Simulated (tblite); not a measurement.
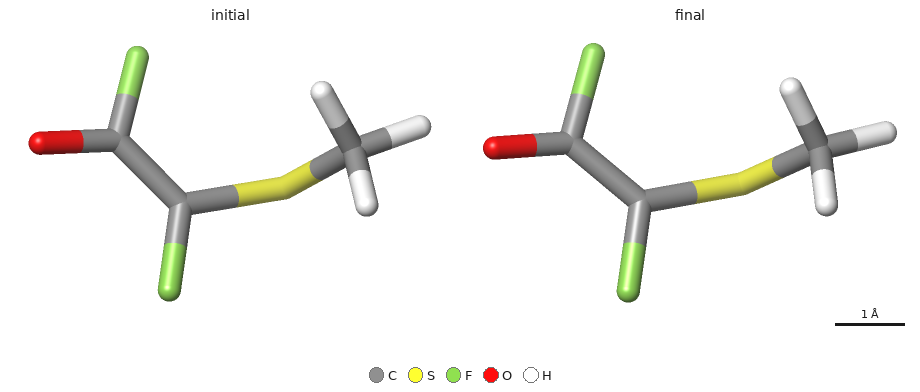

The structure of C3H3F2OS (charge −1) before (left) and after (right) a relaxation, at one scale.

Style: stick. Shown face on.

These are results of tblite 0.8.0, GFN2-xTB geometry optimisation, dihedral held, gas phase, not measurements. 

**What changed between the two?**

An H atom moves most after the best rigid fit: 0.14 Å. Largest moves by element: H 0.14 Å, O 0.12 Å, C 0.11 Å, S 0.08 Å, F 0.07 Å. Near-neighbour distances that change, for instance: C–F 1.353 → 1.443 Å, C–S 1.801 → 1.848 Å, C–O 1.254 → 1.215 Å, C–F 1.360 → 1.397 Å. Among the angles between lasting bonds that change: C–C–F 115.3° → 110.4°, C–S–C 98.7° → 102.1°, F–C–C 120.6° → 117.4°. After 45 geometry steps the energy has fallen by 4.08 kcal/mol.
